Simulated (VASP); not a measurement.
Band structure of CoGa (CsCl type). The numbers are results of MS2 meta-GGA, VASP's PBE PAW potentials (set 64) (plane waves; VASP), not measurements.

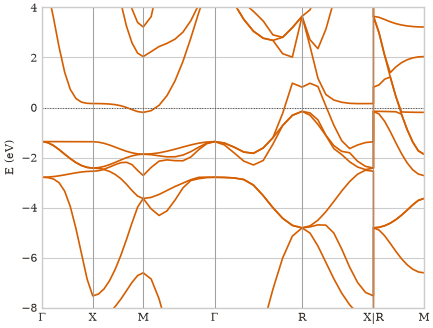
Bands along high-symmetry lines, zero at the valence-band maximum or, without a gap, the Fermi level

**Question.** Read the plot: is there a gap, and where are the band edges?

**Answer.** It has no gap at this level: it comes out as a metal or semimetal.

The compound is CoGa in the CsCl type structure. It was relaxed first. The run is not spin-polarised, so no magnetic state was tried.
